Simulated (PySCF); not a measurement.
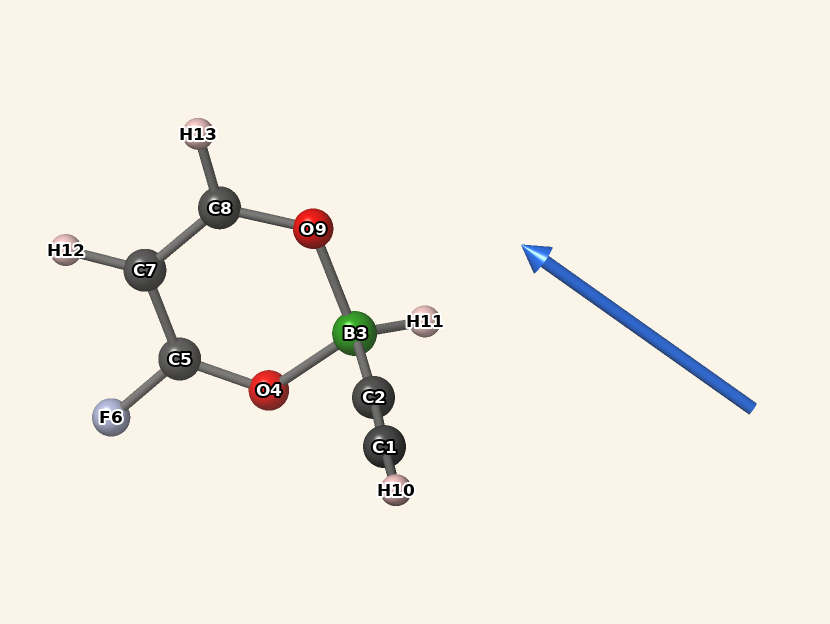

The arrow beside the molecule shows the direction of the dipole moment, from the negative to the positive end (its length means nothing). The geometry was computed by an optimisation with GFN2-xTB. No frequency run is at hand to confirm it as a minimum. Method: B3LYP/pcJ-1, gas phase (PySCF 2.14.0).

> How large is the dipole moment?

3.87 D; it points from the side of H10 to the side of H12 (the outermost atoms at the two ends).

The geometry is semi-empirical. Around B such bond lengths and angles can be off by a tenth of an ångström or more and by several degrees, and values that hang on the shape move with them.
